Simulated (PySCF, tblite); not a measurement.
# C₅H₁₀NOSi+: dynamics, then NMR shifts on frames, part 2 of 2

tblite 0.8.0 and PySCF 2.14.0. Atoms count from 0. Earlier steps stand in the parts before.

**6. Shielding tensors: 800 fs, PBE0/pcSseg-1**

Job settings and geometry (Å):

```
{"job": {"kind": "nmr", "xc": "PBE0", "basis": "pcSseg-1", "pop": false}, "charge": 1, "multiplicity": 1}
Si    -2.662400    -0.604600     1.631900
C     -0.804500    -1.067800     1.296900
C     -0.126400    -0.067000     0.299400
N      1.168800    -0.546100    -0.177100
C      2.302500    -0.665500     0.597400
C      3.319300    -1.075800    -0.222200
O      2.786400    -1.158200    -1.468300
C      1.530300    -0.871300    -1.405000
H     -3.115100    -1.254100     2.824300
H     -2.691600     0.790500     1.938700
H     -3.267700    -0.874000     0.273100
H     -0.300900    -1.093000     2.162000
H     -0.741200    -2.007800     0.825500
H      0.047100     0.880800     0.622400
H     -0.716600    -0.050400    -0.620700
H      2.277800    -0.563100     1.664100
H      4.403900    -1.163100    -0.233400
H      0.975900    -0.898400    -2.328300
```

Method: GIAO PBE0/pcSseg-1 NMR shielding, non-relativistic, gas phase.

What it wrote:

```text
coarse grid: 15408 points
cycle   1  E = -615.0497072561  dE =  1.661e+00  |g| = 5.410e-01  |ddm| = 3.770e+00
cycle   2  E = -614.9734555935  dE =  7.625e-02  |g| = 8.403e-01  |ddm| = 9.789e-01
cycle   3  E = -615.1121465809  dE = -1.387e-01  |g| = 1.287e-01  |ddm| = 5.582e-01
cycle   4  E = -615.1147938759  dE = -2.647e-03  |g| = 5.894e-02  |ddm| = 1.247e-01
cycle   5  E = -615.1155869788  dE = -7.931e-04  |g| = 1.551e-02  |ddm| = 5.638e-02
cycle   6  E = -615.1156390592  dE = -5.208e-05  |g| = 4.882e-03  |ddm| = 1.502e-02
cycle   7  E = -615.1156445816  dE = -5.522e-06  |g| = 1.032e-03  |ddm| = 4.321e-03
final grid: 143888 points
cycle   8  E = -615.1715279297  dE = -3.475e-05  |g| = 1.097e-02  |ddm| = 2.837e-02
cycle   9  E = -615.1714925326  dE =  3.540e-05  |g| = 1.751e-02  |ddm| = 1.735e-02
cycle  10  E = -615.1715507145  dE = -5.818e-05  |g| = 2.642e-03  |ddm| = 1.145e-02
cycle  11  E = -615.1715522223  dE = -1.508e-06  |g| = 4.422e-04  |ddm| = 1.976e-03
cycle  12  E = -615.1715522593  dE = -3.700e-08  |g| = 1.420e-04  |ddm| = 3.597e-04
cycle  13  E = -615.1715522638  dE = -4.412e-09  |g| = 3.632e-05  |ddm| = 1.372e-04
cycle  14  E = -615.1715522640  dE = -2.924e-10  |g| = 1.120e-05  |ddm| = 3.732e-05
converged SCF energy = -615.1715522640

GIAO shielding tensors (ppm)
atom      isotropic    diamagn.    paramagn.     s11        s22        s33       span
  0 Si     422.541     878.788    -456.247    386.525    418.230    462.868     76.344
  1 C      175.662     253.842     -78.181    152.016    178.030    196.939     44.922
  2 C      138.423     251.407    -112.985     98.401    141.805    175.062     76.660
  3 N       27.245     331.916    -304.671    -84.581     -2.977    169.291    253.872
  4 C       53.953     249.394    -195.441    -28.838     52.296    138.400    167.237
  5 C       30.231     259.426    -229.195    -45.060     29.335    106.418    151.478
  6 O       -6.042     396.366    -402.408   -161.842   -116.254    259.971    421.813
  7 C       30.996     254.997    -224.002    -22.320     13.866    101.440    123.761
  8 H       27.515      27.515      -0.000     23.898     25.104     33.543      9.645
  9 H       28.054      29.226      -1.171     24.465     26.776     32.922      8.457
 10 H       26.765      27.423      -0.658     22.767     25.526     32.003      9.236
 11 H       32.269      34.351      -2.081     26.198     32.443     38.167     11.968
 12 H       31.558      33.040      -1.482     26.780     31.418     36.475      9.695
 13 H       29.157      35.526      -6.370     24.052     29.294     34.124     10.071
 14 H       27.386      35.015      -7.629     21.076     29.654     31.428     10.352
 15 H       23.771      29.281      -5.510     20.197     23.819     27.297      7.100
 16 H       22.681      27.124      -4.442     19.272     23.965     24.807      5.534
 17 H       22.981      30.198      -7.216     18.705     24.565     25.674      6.969
```

It took 46 s on 1 thread, shared host.

Key values: δ C5 156.7, C7 155.9, C4 133.0, C2 48.5, H16 9.04, H17 8.74 ppm.

**7. Shielding tensors: 1000 fs, PBE0/pcSseg-1**

Job settings and geometry (Å):

```
{"job": {"kind": "nmr", "xc": "PBE0", "basis": "pcSseg-1", "pop": false}, "charge": 1, "multiplicity": 1}
Si    -2.540600    -0.667000     1.745300
C     -0.620900    -0.891500     1.169700
C     -0.131100    -0.085400    -0.059200
N      1.156200    -0.681000    -0.344500
C      2.339700    -0.253500     0.103600
C      3.297400    -1.049000    -0.416200
O      2.692400    -2.022400    -1.142300
C      1.394800    -1.734400    -1.149700
H     -3.150900    -2.103600     2.006300
H     -2.383000     0.212900     2.938000
H     -3.364000    -0.356200     0.652500
H      0.011300    -0.643400     2.026000
H     -0.534800    -1.986700     0.941900
H     -0.108000     0.962500     0.086200
H     -0.791500    -0.417300    -0.872400
H      2.481100     0.568100     0.856900
H      4.345700    -0.940700    -0.320200
H      0.619600    -2.389500    -1.705800
```

Level: GIAO PBE0/pcSseg-1 NMR shielding, non-relativistic, gas phase.

What it wrote:

```text
coarse grid: 15408 points
cycle   1  E = -615.0353148547  dE =  1.488e+00  |g| = 5.324e-01  |ddm| = 3.740e+00
cycle   2  E = -614.9430179488  dE =  9.230e-02  |g| = 8.742e-01  |ddm| = 1.007e+00
cycle   3  E = -615.0999725550  dE = -1.570e-01  |g| = 1.119e-01  |ddm| = 5.836e-01
cycle   4  E = -615.1018274872  dE = -1.855e-03  |g| = 5.794e-02  |ddm| = 1.120e-01
cycle   5  E = -615.1025728012  dE = -7.453e-04  |g| = 1.672e-02  |ddm| = 5.529e-02
cycle   6  E = -615.1026312760  dE = -5.847e-05  |g| = 6.397e-03  |ddm| = 1.714e-02
cycle   7  E = -615.1026404415  dE = -9.166e-06  |g| = 1.352e-03  |ddm| = 5.229e-03
final grid: 143888 points
cycle   8  E = -615.1582356694  dE = -2.693e-05  |g| = 1.124e-02  |ddm| = 2.716e-02
cycle   9  E = -615.1581891880  dE =  4.648e-05  |g| = 1.920e-02  |ddm| = 1.811e-02
cycle  10  E = -615.1582596789  dE = -7.049e-05  |g| = 2.381e-03  |ddm| = 1.216e-02
cycle  11  E = -615.1582609192  dE = -1.240e-06  |g| = 4.332e-04  |ddm| = 1.818e-03
cycle  12  E = -615.1582609541  dE = -3.496e-08  |g| = 1.368e-04  |ddm| = 3.466e-04
cycle  13  E = -615.1582609583  dE = -4.113e-09  |g| = 4.458e-05  |ddm| = 1.392e-04
cycle  14  E = -615.1582609587  dE = -4.079e-10  |g| = 1.497e-05  |ddm| = 4.112e-05
converged SCF energy = -615.1582609587

GIAO shielding tensors (ppm)
atom      isotropic    diamagn.    paramagn.     s11        s22        s33       span
  0 Si     415.069     877.513    -462.445    352.797    415.553    476.856    124.059
  1 C      154.580     254.283     -99.703    123.927    158.391    181.423     57.496
  2 C      137.354     248.448    -111.094    106.799    131.858    173.404     66.605
  3 N       15.243     332.251    -317.008   -110.792    -17.573    174.095    284.887
  4 C       56.887     250.628    -193.741    -32.040     64.020    138.681    170.721
  5 C       31.045     261.969    -230.924    -47.730     35.919    104.946    152.676
  6 O      -12.465     395.383    -407.848   -189.894   -105.202    257.701    447.595
  7 C       22.078     256.395    -234.317    -28.848      5.670     89.412    118.260
  8 H       25.672      25.554       0.118     22.465     24.041     30.511      8.046
  9 H       26.551      26.527       0.024     22.337     25.035     32.280      9.943
 10 H       27.765      29.271      -1.506     24.467     26.601     32.228      7.761
 11 H       29.480      32.578      -3.098     24.747     30.167     33.527      8.780
 12 H       29.570      32.691      -3.120     23.872     31.495     33.344      9.472
 13 H       27.831      33.182      -5.350     23.315     27.644     32.535      9.220
 14 H       26.862      33.589      -6.728     22.088     27.381     31.118      9.030
 15 H       22.938      28.448      -5.510     19.646     23.488     25.679      6.034
 16 H       23.315      28.451      -5.137     20.459     24.151     25.334      4.875
 17 H       21.247      27.134      -5.887     17.276     22.299     24.165      6.889
```

It took 48 s on 1 thread, shared host.

Key values: δ C7 164.8, C5 155.9, C4 130.0, C2 49.6, H17 10.47, H15 8.78 ppm.

**8. Side by side: NMR shifts**

Shifts (ppm) of some atoms, chosen among heavy atoms and hydrogens apart, with basis size and wall time:

```tsv
frame	C4	C1	H11	H12	Si0	N3	O6	functions	time
250 fs	129.9	25.5	2.10	2.08	-65.6	253.7	360.1	193	60 s
425 fs	139.7	24.9	2.30	0.46	-60.4	254.8	357.6	193	47 s
625 fs	147.3	25.5	2.29	2.69	-69.3	252.5	340.7	193	47 s
800 fs	133.0	11.3	-0.55	0.16	-73.4	240.5	342.1	193	46 s
1000 fs	130.0	32.3	2.24	2.15	-65.9	252.5	348.5	193	48 s
```

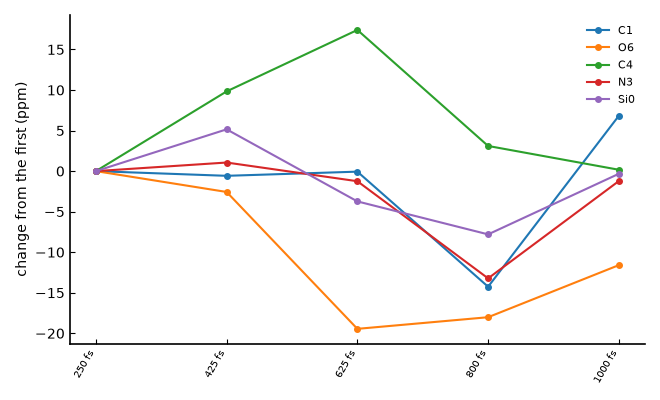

How five of the tabulated atoms move from run to run.

**9. Summary of results**

This closing draws on all 2 parts.

| quantity | value |
| --- | --- |
| thermostat | 400 K |
| mean temperature, second half | 375 K |
| mean potential energy above the minimum | 0.78 eV |
| 13C shifts against TMS (PBE0/pcSseg-1, 250 fs) | 167.3, 153.8, 129.9, 52.6, 25.5 ppm |
| 1H shifts against TMS (PBE0/pcSseg-1, 250 fs) | 8.98, 8.79, 7.79, 5.58, 5.40, 5.27, 4.23, 3.57, 2.10, 2.08 ppm |
| 29Si shifts against TMS (PBE0/pcSseg-1, 250 fs) | -65.6 ppm |
| 15N shifts against NH3 (PBE0/pcSseg-1, 250 fs) | 253.7 ppm |
| 17O shifts against H2O (PBE0/pcSseg-1, 250 fs) | 360.1 ppm |
| range of the shift of C1 | 11.3 to 32.3 ppm |

What this shows: In the second half the potential energy averages 0.78 eV above the minimum; equipartition over 48 harmonic modes at 400 K would give 0.83 eV. With 18 atoms the temperature swings widely (228 to 568 K). Shifts at one fixed geometry are not the observed spectrum, which averages over the motion. In the first frame run (250 fs): The largest span, 440 ppm, is at O6, where the paramagnetic term is -422 ppm. NICS(1)zz of -26 ppm above the planar ring from N3 marks a diatropic (aromatic) ring current. By nearest atom (PBE0/pcSseg-1), the HOMO sits on H8 26 %; C1 21 % and the LUMO on C7 38 %; O6 18 %. In ppm, C1 moves most: its shift spreads over 21.1 ppm, from 11.3 (800 fs) to 32.3 (1000 fs).
